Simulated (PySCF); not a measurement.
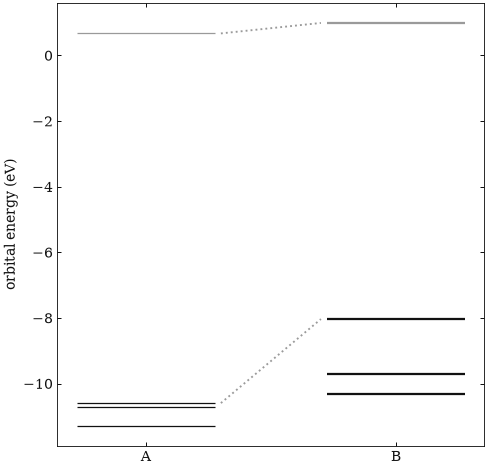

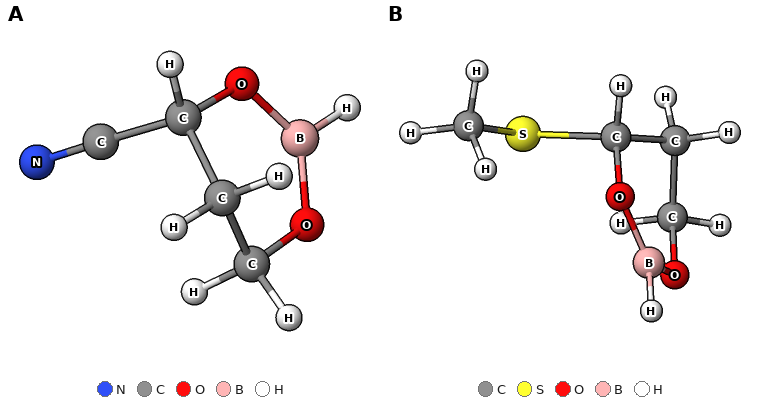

Related molecules: A is C₄H₆BNO₂, SMILES N#C[C@H]1CCOBO1; B is C₄H₉BO₂S, SMILES CS[C@@H]1CCOBO1. Frontier orbital energies, CAM-B3LYP/def2-SVPD with PySCF, at a GFN2-xTB geometry (no frequency check); drawn are at most three filled levels and, in grey, the LUMO with any level within 0.03 eV of it; dotted lines join the HOMOs and the LUMOs.

**What does the change do to the frontier levels?**

From A to B the HOMO rises by 2.56 eV and the LUMO rises by 0.32 eV, so the separation goes from 11.26 to 9.02 eV.

Caveats, for all or some of the runs: empty levels above zero depend strongly on the basis; one conformer of a flexible molecule; the tight-binding geometry is rougher than a DFT one and adds to the error.
